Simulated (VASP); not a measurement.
Band structure of Ca3Sn (space group Pm-3m). These are PBEsol GGA with spin-orbit coupling, VASP's PBE PAW potentials (set 64) (plane waves; VASP) values and carry that method's errors.

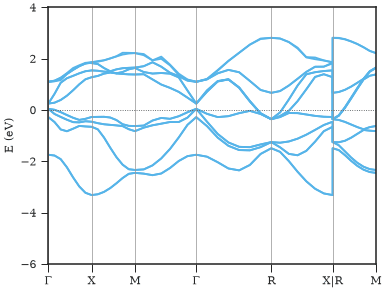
Fig. 1. Bands along high-symmetry lines, zero at the valence-band maximum or, without a gap, the Fermi level

Read the plot: is there a gap, and where are the band edges?

It has no gap at this level: it comes out as a metal or semimetal.

The structure comes from a computed database's Ca3Sn entry (Pm-3m); how it stands against other phases isn't given here. It was relaxed first.
